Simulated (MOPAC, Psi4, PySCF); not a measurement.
Approach curve of the dimer H2O2Zn ··· HCl (SMILES [OH][Zn][OH] and Cl). Monomers: optimised at B3LYP-D3(BJ) (def2-TZVP), held rigid. Orientation: a higher rigid-body minimum at GFN2-xTB. Only R, the distance of the centres of mass, is varied, so the lowest point isn't the relaxed dimer.

Geometry at R = 4.48 Å (first 5 atoms: monomer A):
```
7

Zn     0.0068    -0.1630    -0.0178
O      1.0741    -0.0533    -1.4337
H      1.8083     0.5610    -1.3406
O     -1.0531    -0.4510     1.3785
H     -1.8361     0.1064     1.4137
Cl    -1.3128    -1.7835     3.9888
H     -1.1349    -1.2483     2.8375
```

- RKS-B3LYP/LANL2DZ = restricted B3LYP/LANL2DZ, with its core potentials past Ne, no counterpoise correction run with PySCF
- PBE-D3(BJ)/def2-TZVP, counterpoise-corrected (Psi4)
- RKS-B3LYP/6-31G* = PySCF 2.14.0 with restricted B3LYP/6-31G*, spherical d, no counterpoise correction
- B3LYP-D3(BJ)/def2-TZVP, counterpoise-corrected (Psi4)
- PM6, restricted, heats of formation (MOPAC)

Interaction energies in kcal/mol (negative: bound); R is the distance of the centres of mass, d the O4···H7 distance.

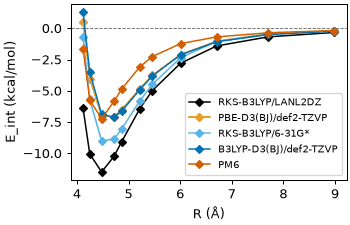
*Interaction energy against separation.*

```csv
R / Å,d / Å,RKS-B3LYP/LANL2DZ,PBE-D3(BJ)/def2-TZVP,RKS-B3LYP/6-31G*,B3LYP-D3(BJ)/def2-TZVP,PM6
4.12,1.32,-6.39,0.53,-0.72,1.33,-1.62
4.25,1.44,-10.06,-4.02,-5.69,-3.51,-5.77
4.48,1.66,-11.49,-7.01,-9.02,-6.89,-7.22
4.72,1.90,-10.24,-7.07,-8.86,-7.13,-5.84
4.87,2.04,-9.06,-6.51,-8.04,-6.61,-4.85
5.22,2.39,-6.43,-4.82,-5.80,-4.91,-3.09
5.46,2.62,-4.99,-3.77,-4.49,-3.82,-2.26
6.01,3.16,-2.79,-2.10,-2.35,-2.12,-1.23
6.71,3.86,-1.41,-1.04,-1.04,-1.08,-0.69
7.71,4.85,-0.68,-0.45,-0.48,-0.50,-0.36
8.99,6.13,-0.33,-0.20,-0.23,-0.23,-0.18
```

Lowest grid point: RKS-B3LYP/LANL2DZ -11.49 kcal/mol at R = 4.48 Å; PBE-D3(BJ)/def2-TZVP -7.07 kcal/mol at R = 4.72 Å; RKS-B3LYP/6-31G* -9.02 kcal/mol at R = 4.48 Å; B3LYP-D3(BJ)/def2-TZVP -7.13 kcal/mol at R = 4.72 Å; PM6 -7.22 kcal/mol at R = 4.48 Å.
